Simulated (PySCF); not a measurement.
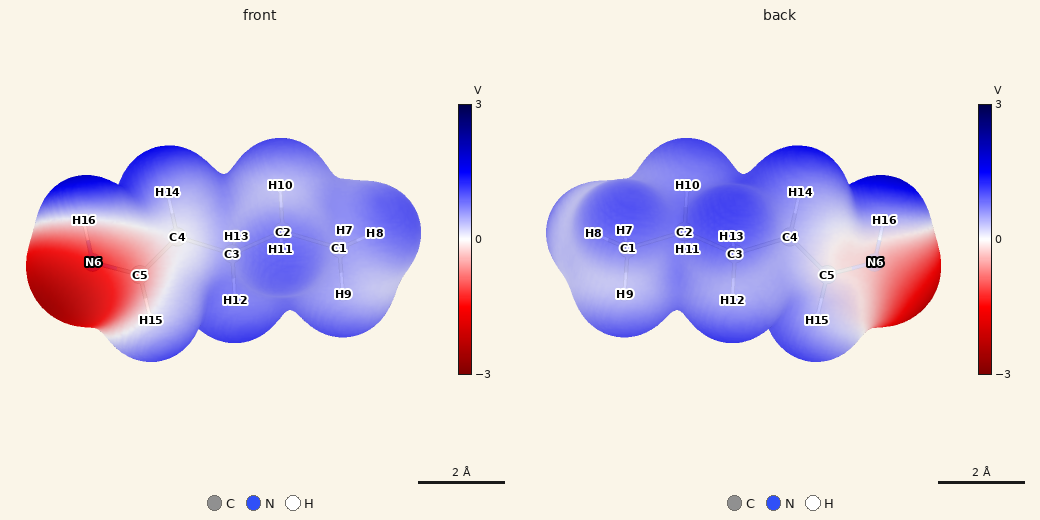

Figure 1: C₅H₁₀N (SMILES [H]/N=C\[CH]CCC) (doublet). The electrostatic potential painted on the density surface at 0.004 e/bohr³, seen from the front and from behind; the colour scale runs from red (negative) to blue (positive).

Geometry: GFN2-xTB.

Level of theory: UKS B3LYP, pcH-1 on C H N, non-relativistic, mean-field spin-orbit, GIAO (PySCF).

```yaml
atoms:
  - { symbol: C, position_ang: [-2.4735, 0.3169, 0.0108] }
  - { symbol: C, position_ang: [-1.0540, 0.0864, 0.5096] }
  - { symbol: C, position_ang: [-0.1061, -0.2905, -0.6463] }
  - { symbol: C, position_ang: [1.2667, -0.5239, -0.1536] }
  - { symbol: C, position_ang: [2.3454, 0.3169, -0.4148] }
  - { symbol: N, position_ang: [3.5550, 0.2060, 0.0340] }
  - { symbol: H, position_ang: [-2.8714, -0.5850, -0.4490] }
  - { symbol: H, position_ang: [-3.1231, 0.5973, 0.8367] }
  - { symbol: H, position_ang: [-2.4954, 1.1147, -0.7281] }
  - { symbol: H, position_ang: [-1.0492, -0.7135, 1.2528] }
  - { symbol: H, position_ang: [-0.6805, 0.9928, 0.9903] }
  - { symbol: H, position_ang: [-0.1121, 0.5070, -1.3919] }
  - { symbol: H, position_ang: [-0.4925, -1.2049, -1.1093] }
  - { symbol: H, position_ang: [1.4211, -1.3757, 0.4977] }
  - { symbol: H, position_ang: [2.1751, 1.1747, -1.0607] }
  - { symbol: H, position_ang: [3.6869, -0.6103, 0.6324] }
```

Where is the surface potential most negative and most positive?

The most negative region (about −2.5 V, or −58 kcal/mol for a unit charge) lies over N6, the most positive (about +1.8 V, or +42 kcal/mol for a unit charge) over H16. N6 is the likeliest acceptor of a hydrogen bond.
